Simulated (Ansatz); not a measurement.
# SiGe2 at fixed geometry

One self-consistent run on SiGe2 (a structure type of another compound, with these elements put in), nothing relaxed, to see whether it is a metal or has a gap, how the charge is shared and how far the cell is from equilibrium.

All numbers below are computed with Ansatz 0.2.0 (DFT, r2SCAN, no spin polarisation, plane waves, PAW).

## Step 1: Geometry

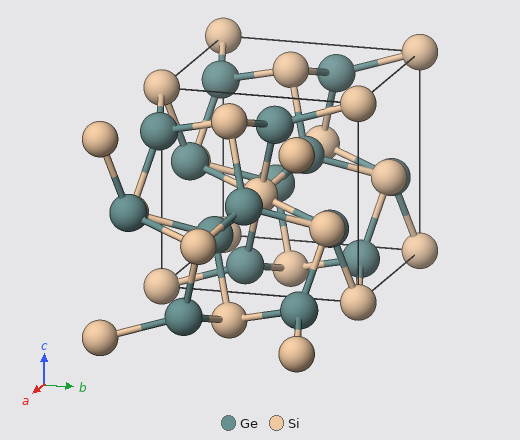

Viewed slightly off an axis; germanium teal, silicon light orange. 2×1×1 cells are drawn.

It takes space group Pa-3 (No. 205, cubic). Conventional cell: a = 5.729 Å, b = 5.729 Å, c = 5.729 Å, α = 90.00°, β = 90.00°, γ = 90.00°. Around Ge (site symmetry 3) lie 1 Ge at 2.17 Å and 3 Si at 2.41 Å. Si (site symmetry -3) is surrounded by 6 Ge at 2.41 Å.

Structure file:

```
CELL_PARAMETERS angstrom
5.72928 0.00000 0.00000
0.00000 5.72928 0.00000
0.00000 0.00000 5.72928
ATOMIC_POSITIONS crystal
Ge 0.39047 0.39047 0.39047
Ge 0.10953 0.60953 0.89047
Ge 0.89047 0.10953 0.60953
Ge 0.60953 0.89047 0.10953
Ge 0.60953 0.60953 0.60953
Ge 0.89047 0.39047 0.10953
Ge 0.10953 0.89047 0.39047
Ge 0.39047 0.10953 0.89047
Si 0.00000 0.00000 0.00000
Si 0.50000 0.00000 0.50000
Si 0.50000 0.50000 0.00000
Si 0.00000 0.50000 0.50000
```

The run starts from a saved solution of this cell (checkpoint.read), perhaps found on another mesh.

## Step 2: Self-consistent run

input.yaml reads:

```yaml
crystal:
  lattice:
    - [5.729275, 0.0, 0.0]
    - [0.0, 5.729275, 0.0]
    - [0.0, 0.0, 5.729275]
  atoms:
    - { symbol: Ge, position: [0.39047, 0.39047, 0.39047] }
    - { symbol: Ge, position: [0.10953, 0.60953, 0.89047] }
    - { symbol: Ge, position: [0.89047, 0.10953, 0.60953] }
    - { symbol: Ge, position: [0.60953, 0.89047, 0.10953] }
    - { symbol: Ge, position: [0.60953, 0.60953, 0.60953] }
    - { symbol: Ge, position: [0.89047, 0.39047, 0.10953] }
    - { symbol: Ge, position: [0.10953, 0.89047, 0.39047] }
    - { symbol: Ge, position: [0.39047, 0.10953, 0.89047] }
    - { symbol: Si, position: [0.0, 0.0, 0.0] }
    - { symbol: Si, position: [0.5, 0.0, 0.5] }
    - { symbol: Si, position: [0.5, 0.5, 0.0] }
    - { symbol: Si, position: [0.0, 0.5, 0.5] }
  symmetry: { tolerance: 0.0003 }
kpoints:
  mp_grid: { grid: [6, 6, 6], shift: [0, 0, 0] }
  band_path:
    path:
      - [0.0, 0.0, 0.0]
      - [0.0, 0.5, 0.0]
      - [0.5, 0.5, 0.0]
      - [0.0, 0.0, 0.0]
      - [0.5, 0.5, 0.5]
      - [0.0, 0.5, 0.0]
    npoints: 10
magnetization:
  spin_polarized: false
scf:
  occupations: { method: fermi_dirac }
  lower_state_search: "off"
  max_iter: 200
hamiltonian:
  pseudopotentials: { kind: paw }
  xc: r2scan
basis:
  ecutwfc: 500
  fft_grid_basis: typed
output:
  forces: true
  stress: true
  eigenvalues: true
  bader: true
  populations: true
  elf: true
  write_potential: true
  volumetric_format: npy
  dos:
    e_range: [-12, 8]
    de: 0.05
    projected: { site_lists: { Ge: [Ge], Si: [Si] } }
checkpoint:
  read: saved_state
```

Output:

```text
Warning: RAYON_NUM_THREADS=1 ignored (pool sized by the plan → 1); use --threads N
Engine: ansatz 0.2.0, x86_64-unknown-linux-gnu
Pseudopotentials: kind: paw
Pseudopotential: Ge, paw, valence charge 14, recommended cutoff 500 eV (meta_gga), Ge.paw.azcp
Pseudopotential: Si, paw, valence charge 4, recommended cutoff 500 eV (meta_gga), Si.paw.azcp
Functional definition: r2SCAN
  parameter k0 = 0.174
  parameter k1 = 0.065
  parameter a1 = 4.9479
  exchange = r2scan_x(k0 = k0, k1 = k1, a1 = a1)
  correlation = r2scan_c
Crystal: 12 atoms, lattice volume = 188.061 Å³
Basis set: ecut = 500 eV, 4801 PW (Γ), exchange–correlation on 180×180×180 points (64 copies of the dense FFT grid, shifted against one another)
Bands: 77, of which v1, the nominal top of the filled ones, is band 64 counted from 1 (63 counted from 0)
Symmetry: 24 space group operations
Space group: Pa-3 (ITA 205), of the structure as read, at distance tolerance 1.7e-3 Å
k-points: 24 of 216
Non-local potential: Ge, projectors of the file, l = 0: 2, l = 1: 2, l = 2: 3, l = 3: 1
Non-local potential: Si, projectors of the file, l = 0: 2, l = 1: 2, l = 2: 2
PAW form: soft (Blöchl's): semilocal exchange-correlation on the pseudo side does not see the compensation charge
PAW frozen core: Ge, regenerated for the run's functional (the file was generated under x = pbe(κ = 0.804, μ = 0.2195149727645171), c = pbe(β = 0.06672455060314922))
PAW frozen core: Si, regenerated for the run's functional (the file was generated under x = pbe(κ = 0.804, μ = 0.2195149727645171), c = pbe(β = 0.06672455060314922))
PAW one-centre angular grid: Ge, 590 points (default); XC on 160 Gauss nodes
PAW one-centre angular grid: Si, 302 points (default); XC on 160 Gauss nodes
Initial density: read from a saved state, or passed on in memory by an earlier SCF of this step, an earlier step, the calling program or the single point that the run made first
Initial wavefunctions: pseudopotential atomic-orbital guess
Functional: x = r2scan, c = r2scan; τ floored in thin density (d = 2e-4 eV/Å³)
iter 1 solved again at ethr=5.09e-6 eV; its pass at ethr=3.10e-3 eV (dr2=6.52e-3 eV) is discarded
SCF iter   1: F=-36971.323334 eV  HF=-36971.324890 eV  |F-HF|=1.56e-3  |Δ(HF+E_count)|=         —  Δρ=1.52e-3  dr2=5.60e-3  dr2_τ=5.10e-5  ethr=5.09e-6  ⟨swp⟩=2.2  Hψ=11091  notcnv=0
preconditioner: auto → Kerker (q_TF=auto, 2.559 Å⁻¹)  [metal: Δε(μ)=0.100 eV  Ē_g=21.360 eV  σ=0.100 eV  W_gap=0.24  n_scr=56 (ndim 8)  ℏωp=30.6 eV  f_vac=0.000  D(μ)=5.09/eV (n_scr^D=32)]
SCF iter   2: F=-36971.324209 eV  HF=-36971.324909 eV  |F-HF|=7.00e-4  |Δ(HF+E_count)|=   1.88e-5  Δρ=9.85e-4  dr2=2.44e-3  dr2_τ=9.28e-6  ethr=4.37e-6  ⟨swp⟩=1.0  Hψ=1944  notcnv=0
SCF iter   3: F=-36971.324842 eV  HF=-36971.324820 eV  |F-HF|=2.18e-5  |Δ(HF+E_count)|=   8.89e-5  Δρ=1.57e-4  dr2=2.55e-5  dr2_τ=7.55e-7  ethr=1.90e-6  ⟨swp⟩=2.8  Hψ=3799  notcnv=0
SCF iter   4: F=-36971.324815 eV  HF=-36971.324821 eV  |F-HF|=5.70e-6  |Δ(HF+E_count)|=   4.76e-7  Δρ=5.69e-5  dr2=3.85e-6  dr2_τ=9.76e-8  ethr=1.99e-8  ⟨swp⟩=2.0  Hψ=3394  notcnv=0
SCF iter   5: F=-36971.324820 eV  HF=-36971.324819 eV  |F-HF|=6.62e-7  |Δ(HF+E_count)|=   1.46e-6  Δρ=1.92e-5  dr2=5.33e-7  dr2_τ=1.77e-8  ethr=3.01e-9  ⟨swp⟩=2.0  Hψ=3394  notcnv=0
SCF iter   6: F=-36971.324820 eV  HF=-36971.324820 eV  |F-HF|=8.93e-8  |Δ(HF+E_count)|=   8.13e-7  Δρ=6.96e-6  dr2=7.10e-8  dr2_τ=1.05e-9  ethr=7.81e-11  ⟨swp⟩=10.3  Hψ=13415  notcnv=0
SCF 1 converged in 6 iterations: F = -36971.324820 eV  dr2 = 7.10e-8
NSCF: frozen V_eff on 51 k-points
SCF converged after 6 iterations
Free energy (F): -36971.324820 eV
Harris-Foulkes:  -36971.324820 eV  (|F-HF|=8.93e-8)
Internal energy: -36971.155321 eV  (E = F + TS)
E sigma→0 (E₀):  -36971.240071 eV
Entropy (-TS):   -0.169499 eV (-14.125 meV/atom)
Fermi energy:    12.255040 eV
--- Per-component energies (eV) ---
  E_band       = -753.839388
  E_kinetic    = 1092.786245
  E_local      = -18133.162489  (includes V_loc(G=0)·N_el)
  E_nonlocal   = 3455.644387
  E_hartree    = 8077.037988
  E_xc         = -780.607714
  E_vxc        = -773.361286  (∫ρ·V_xc dr)
  E_paw        = -18337.329565  (= ΣΔE_a)
  E_vpaw       = -2589.754386  (= ΣTr[D̂ρ^β])
  E_aug_tail   = 0.000123  (compensation charges beyond the density's cutoff)
  E_vtau       = 39.932841  (kinetic-family band-sum trace: ∫τ·v_τ [+ j·A + Jᵃ·Aᵃ] dr)
  E_ewald      = -12336.532439
  E_core_change = -8.991858  (= ΣΔE_core)
  E_smearing   = -0.169499  (= −TS)
  E_closure    = -0.000000  (closes the sum)
  Σ components = -36971.324820   (vs F -36971.324820, Δ=0.00e0)
--- Forces (eV/Å), atoms counted from 1 ---
  atom   1  Ge    -1.78199880    -1.78199880    -1.78199880
  atom   2  Ge     1.78199880     1.78199880    -1.78199880
  atom   3  Ge    -1.78199880     1.78199880     1.78199880
  atom   4  Ge     1.78199880    -1.78199880     1.78199880
  atom   5  Ge     1.78199880     1.78199880     1.78199880
  atom   6  Ge    -1.78199880    -1.78199880     1.78199880
  atom   7  Ge     1.78199880    -1.78199880    -1.78199880
  atom   8  Ge    -1.78199880     1.78199880    -1.78199880
  atom   9  Si    -0.00000000     0.00000000    -0.00000000
  atom  10  Si     0.00000000     0.00000000    -0.00000000
  atom  11  Si    -0.00000000     0.00000000     0.00000000
  atom  12  Si    -0.00000000     0.00000000     0.00000000
  max |Σ_I F_I| component: 4.44e-16 eV/Å
--- Stress (GPa, compression-positive) ---
       27.469937      -0.000000       0.000000
       -0.000000      27.469937       0.000000
        0.000000       0.000000      27.469937
  P = ⅓ Tr σ = 27.4699 GPa (274.699 kbar)
--- Band table (eV; the first three rows and the last of 24) ---
  k-point 0: bands = ["-13.3669", "-13.3669", "-13.3669", "-13.3595", "-13.1586", "-13.1586", "-13.1586", "-13.1434", "-13.1434", "-13.1291", "-13.1291", "-13.1291", "-13.0698", "-13.0698", "-13.0698", "-13.0584", "-13.0584", "-13.0584", "-13.0365", "-13.0365", "-13.0312", "-13.0312", "-13.0312", "-13.0129", "-13.0129", "-13.0045", "-13.0045", "-13.0045", "-12.8918", "-12.8918", "-12.8918", "-12.8894", "-12.8894", "-12.8894", "-12.8859", "-12.8859", "-12.8037", "-12.7776", "-12.7776", "-12.7776", "-3.0496", "0.6637", "0.6637", "0.6637", "2.5964", "2.5964", "2.5964", "4.6772", "4.6772", "4.6772", "5.1106", "6.6105", "6.6105", "6.6105", "7.0200", "7.0200", "8.7745", "8.9575", "8.9575", "8.9575", "9.8798", "9.8798", "9.8798", "12.9414", "12.9414", "12.9414", "14.6711", "14.6711", "15.7130", "16.3230", "17.3174", "17.3174", "17.3174", "19.1914", "19.1914", "19.1914", "19.8004"]
  k-point 1: bands = ["-13.3669", "-13.3668", "-13.3664", "-13.3600", "-13.1579", "-13.1572", "-13.1572", "-13.1448", "-13.1434", "-13.1313", "-13.1308", "-13.1308", "-13.0687", "-13.0683", "-13.0682", "-13.0586", "-13.0581", "-13.0564", "-13.0420", "-13.0375", "-13.0300", "-13.0298", "-13.0267", "-13.0143", "-13.0123", "-13.0056", "-13.0051", "-13.0050", "-12.8916", "-12.8916", "-12.8913", "-12.8896", "-12.8895", "-12.8893", "-12.8866", "-12.8863", "-12.8019", "-12.7793", "-12.7774", "-12.7774", "-2.9215", "-0.0260", "0.7789", "0.7830", "2.6365", "2.7077", "3.3259", "3.8245", "4.1186", "4.8460", "5.2617", "6.2177", "6.6828", "6.8132", "7.3382", "7.7008", "7.9998", "8.9926", "9.4123", "9.6146", "9.6804", "9.7464", "10.6590", "12.4998", "13.3385", "13.3390", "13.4882", "14.7270", "16.0960", "16.3776", "17.2936", "17.3378", "17.4209", "17.5086", "18.5929", "18.9095", "19.0504"]
  k-point 2: bands = ["-13.3668", "-13.3668", "-13.3651", "-13.3615", "-13.1558", "-13.1538", "-13.1538", "-13.1483", "-13.1428", "-13.1361", "-13.1349", "-13.1349", "-13.0662", "-13.0650", "-13.0638", "-13.0595", "-13.0581", "-13.0513", "-13.0497", "-13.0404", "-13.0268", "-13.0263", "-13.0224", "-13.0178", "-13.0107", "-13.0078", "-13.0066", "-13.0063", "-12.8912", "-12.8910", "-12.8902", "-12.8898", "-12.8898", "-12.8894", "-12.8882", "-12.8872", "-12.7970", "-12.7840", "-12.7772", "-12.7771", "-2.5386", "-1.0452", "1.1032", "1.1207", "2.4950", "2.8196", "3.0299", "3.6788", "3.8611", "4.6972", "5.3690", "6.3652", "6.5640", "6.9373", "7.4354", "7.8394", "8.6271", "9.1920", "9.5106", "9.7452", "10.1036", "10.4030", "11.2135", "12.0580", "12.8221", "13.2709", "14.4521", "14.8043", "15.4254", "16.1327", "16.4275", "17.0428", "17.3469", "17.7879", "17.7932", "17.8167", "17.9645"]
  k-point 23: bands = ["-13.3646", "-13.3646", "-13.3646", "-13.3646", "-13.1588", "-13.1588", "-13.1588", "-13.1588", "-13.1325", "-13.1325", "-13.1325", "-13.1325", "-13.0580", "-13.0580", "-13.0580", "-13.0580", "-13.0522", "-13.0522", "-13.0522", "-13.0522", "-13.0288", "-13.0288", "-13.0288", "-13.0288", "-13.0050", "-13.0050", "-13.0050", "-13.0050", "-12.8917", "-12.8917", "-12.8917", "-12.8917", "-12.8865", "-12.8865", "-12.8865", "-12.8865", "-12.7841", "-12.7841", "-12.7841", "-12.7841", "0.1421", "0.1421", "0.1421", "0.1421", "0.6120", "0.6120", "0.6120", "0.6120", "8.6384", "8.6384", "8.6384", "8.6384", "8.9552", "8.9552", "8.9552", "8.9552", "9.2561", "9.2561", "9.2561", "9.2561", "10.0943", "10.0943", "10.0943", "10.0943", "11.6536", "11.6536", "11.6536", "11.6536", "12.7929", "12.7929", "12.7929", "12.7929", "19.0752", "19.0752", "19.0752", "19.0752", "19.0853"]
--- Löwdin populations: 12 sites ---
  site symbol       q [e]
     0     Ge     13.9732
     1     Ge     13.9732
     2     Ge     13.9732
     3     Ge     13.9732
     4     Ge     13.9732
     5     Ge     13.9732
     6     Ge     13.9732
     7     Ge     13.9732
     8     Si      3.9276
     9     Si      3.9276
    10     Si      3.9276
    11     Si      3.9276
  spilling = 0.003938 (of n_electrons = 128.000000)
--- Bader charges: 12 sites ---
  site symbol  charge [e]  shift [e]
     0     Ge     -0.1901     0.0019
     1     Ge     -0.1901     0.0019
     2     Ge     -0.1901     0.0019
     3     Ge     -0.1901     0.0019
     4     Ge     -0.1901     0.0019
     5     Ge     -0.1901     0.0019
     6     Ge     -0.1901     0.0019
     7     Ge     -0.1901     0.0019
     8     Si      0.3802     0.0038
     9     Si      0.3802     0.0038
    10     Si      0.3802     0.0038
    11     Si      0.3802     0.0038
  estimated error of the sums over rays = 5.9e-4 e
```

It took 2.8 min on 1 thread of an x86-64 CPU, shared host; peak memory 1.1 GiB.

## Step 3: Forces on the atoms, stress on the cell

Sizes of the largest forces and where they point against the nearest neighbour:

| atom | force (eV/Å) | nearest | distance (Å) | direction |
| --- | --- | --- | --- | --- |
| Ge2 | 3.087 | Ge6 | 2.17 | away from it |
| Ge3 | 3.087 | Ge7 | 2.17 | away from it |
| Ge5 | 3.087 | Ge1 | 2.17 | away from it |
| Ge7 | 3.087 | Ge3 | 2.17 | away from it |
| Ge1 | 3.087 | Ge5 | 2.17 | away from it |
| Ge4 | 3.087 | Ge8 | 2.17 | away from it |
| Ge6 | 3.087 | Ge2 | 2.17 | away from it |
| Ge8 | 3.087 | Ge4 | 2.17 | away from it |

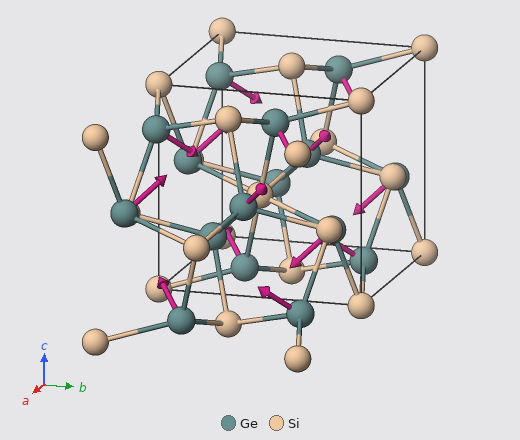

Forces as arrows; the longest is 3.09 eV/Å.

Diagonalising the stress gives 27.47, 27.47, 27.47 GPa, so P = 27.47 GPa (positive in compression).

## Step 4: Bands along the path

From bands.tsv, levels at the corners of the path, in eV from the Fermi level:

| point | band 66 | band 67 | band 68 | band 69 | band 70 | band 71 |
| --- | --- | --- | --- | --- | --- | --- |
| Γ | 0.69 | 2.42 | 2.42 | 3.46 | 4.07 | 5.06 |
| X | 0.39 | 2.61 | 2.61 | 3.05 | 3.05 | 4.29 |
| M | 0.55 | 0.55 | 0.55 | 2.95 | 2.95 | 2.95 |
| Γ | 0.69 | 2.42 | 2.42 | 3.46 | 4.07 | 5.06 |
| R | -0.60 | -0.60 | -0.60 | 0.54 | 0.54 | 0.54 |
| X | 0.39 | 2.61 | 2.61 | 3.05 | 3.05 | 4.29 |

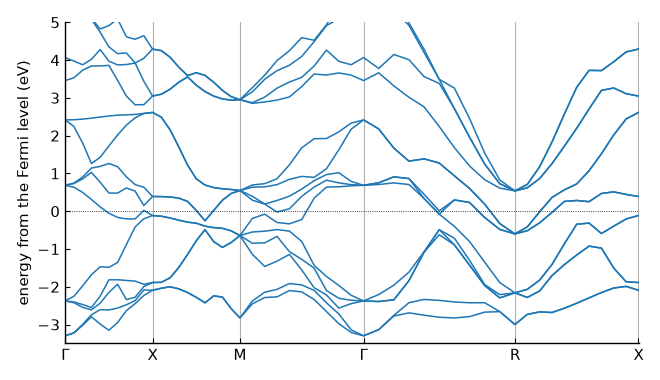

Bands along the path (those far from the Fermi level are not drawn).

## Step 5: Total and projected density of states

Counts of states in windows (eV from the Fermi level; tetrahedra), total and projected:

| from | to | total | Ge s | Ge p | Si s | Si p |
| --- | --- | --- | --- | --- | --- | --- |
| -8.0 | -7.0 | 2.40 | 0.47 | 0.99 | 0.33 | 0.60 |
| -7.0 | -6.0 | 4.15 | 0.94 | 1.71 | 0.45 | 1.02 |
| -6.0 | -5.0 | 3.05 | 0.45 | 1.51 | 0.14 | 0.93 |
| -5.0 | -4.0 | 4.23 | 0.46 | 2.19 | 0.21 | 1.34 |
| -4.0 | -3.0 | 4.75 | 0.39 | 2.45 | 0.19 | 1.66 |
| -3.0 | -2.0 | 5.40 | 0.34 | 2.83 | 0.10 | 2.05 |
| -2.0 | -1.0 | 3.55 | 0.51 | 2.22 | 0.08 | 0.64 |
| -1.0 | 0.0 | 3.83 | 0.51 | 2.56 | 0.13 | 0.49 |
| 0.0 | 1.0 | 6.04 | 0.40 | 4.62 | 0.20 | 0.53 |
| 1.0 | 2.0 | 2.62 | 0.11 | 1.89 | 0.25 | 0.19 |
| 2.0 | 3.0 | 2.34 | 0.10 | 1.15 | 0.49 | 0.31 |
| 3.0 | 4.0 | 3.78 | 0.28 | 1.57 | 0.65 | 0.58 |
| 4.0 | 5.0 | 6.01 | 0.66 | 2.04 | 0.41 | 1.24 |

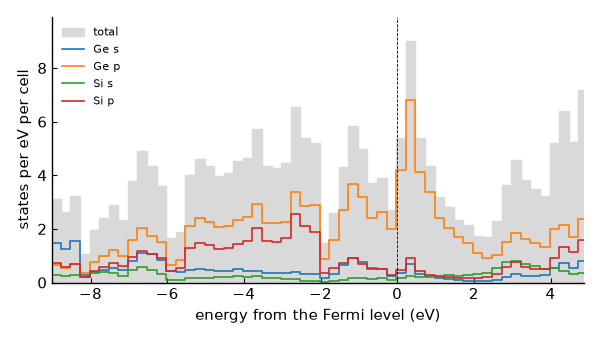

Total and projected density of states, in bins of 0.25 eV.

## Step 6: Atomic charges

By element, from the tables in the log (a charge is positive for electrons lost): Löwdin charges also hold the electrons that the projection spills.

| element | atoms | Bader charge (e) | Bader volume (Å³) | Löwdin charge (e) |
| --- | --- | --- | --- | --- |
| Ge | 8 | -0.19 | 16.9 | +0.03 |
| Si | 4 | +0.38 | 13.2 | +0.07 |

Löwdin charges rest on a small set of atomic orbitals that misses 0.4 % of the electrons, so they need not add up to the cell's charge and can differ from Bader's even in sign.

## Step 7: Maps of the fields

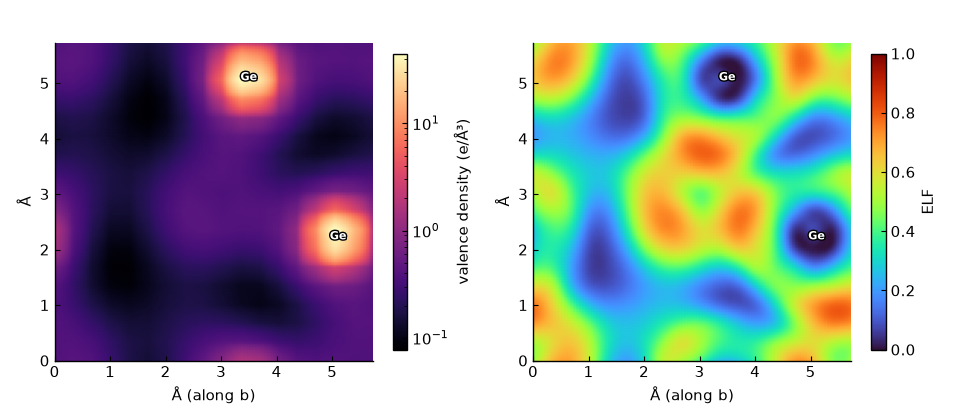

Valence density (left, log scale) and ELF (right) in the plane spanned by b and c at height 0.110 along a (axes of the input's cell); atoms within 0.2 Å are lettered. Near the nuclei they are pseudo-fields.

At the density minimum on some short contacts:

| contact | length (Å) | minimum at (fraction) | density (e/Å³) | ELF |
| --- | --- | --- | --- | --- |
| Ge1–Ge5 | 2.174 | 0.50 | 0.755 | 0.70 |
| Ge1–Si10 | 2.407 | none clear | – | – |

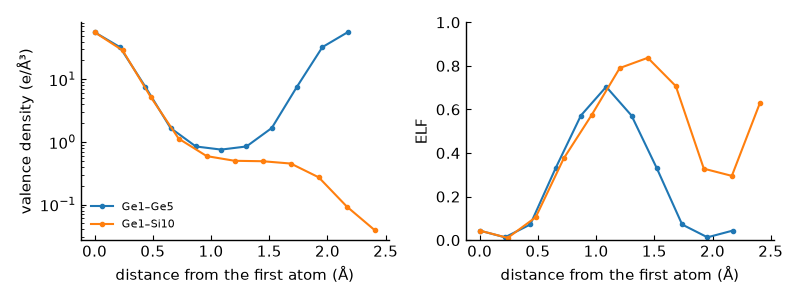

Smooth valence density and ELF along the contacts, at tenths of each length.

## Step 8: Outcome

```
                                                 quantity                 value
                                            largest force      3.087 eV/Å on Ge
                                                 pressure              27.5 GPa
           formation energy (elements from separate runs)          0.69 eV/atom
                                                character                 metal
density of states, mean within 0.25 eV of the Fermi level   4.1 per eV per cell
                                            Bader charges  Ge -0.19, Si +0.38 e
```

What this shows: It is a metal; within 0.25 eV of the Fermi level the density of states averages 4.1 per eV per cell, mostly Ge p (76 %). Forces reach 3.1 eV/Å, so the geometry is far from rest and the levels are not those of the relaxed cell. Set against separate runs on the elements (Ge diamond, Si diamond), it forms at 0.69 eV per atom, so at this geometry it is not bound against them. By Bader's partition Si gives up most (+0.38 e) and Ge takes most (-0.19 e). The pressure of 27.5 GPa says the cell is too small.
